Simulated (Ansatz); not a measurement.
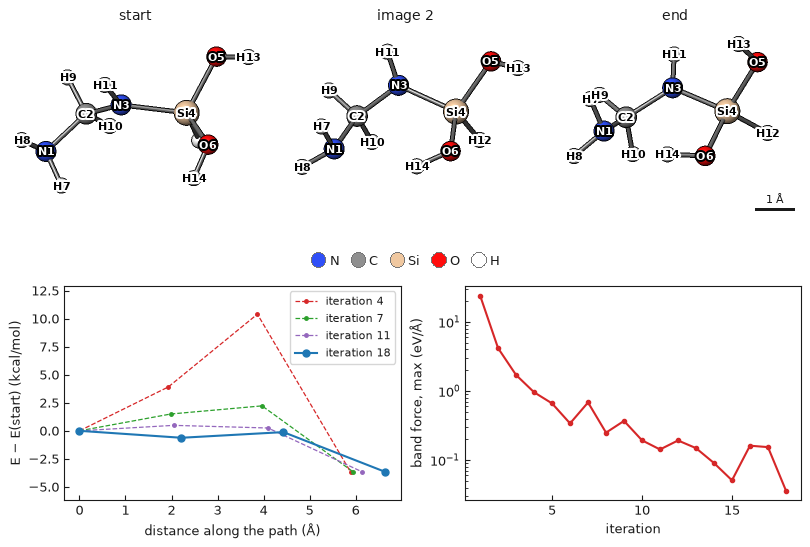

A nudged-elastic-band calculation for CH$_{8}$N$_{2}$O$_{2}$Si. Images are numbered from 0 (start) to 3 (end). The plot follows the band through its iterations. The picture is a ball-and-stick view, seen at a tilt.

These are results of Ansatz 0.2.0, RKS B3LYP/def2-SVP, not measurements. Run with 2 movable images; no climbing image; force threshold 0.05 eV/Å; iteration limit 60; starting path through a guess of the saddle point.

Did the band converge, and can the barrier be trusted?

The run is converged, with reservations. The band converged in 18 iterations. The largest component of the band force went from 24 to 0.036 eV/Å. So few images resolve the path coarsely. The first iteration put the highest image at 180.38 kcal/mol. Relative to the start the highest point is image 0 at 0.00 kcal/mol and the end lies at −3.67 kcal/mol, but the profile dips to −0.62 kcal/mol at image 1 on the way, so there is an intermediate minimum on the way.

The run took 2.4 min on 2 threads of Arm Neoverse V1 (shared host), peak memory 0.32 GiB.
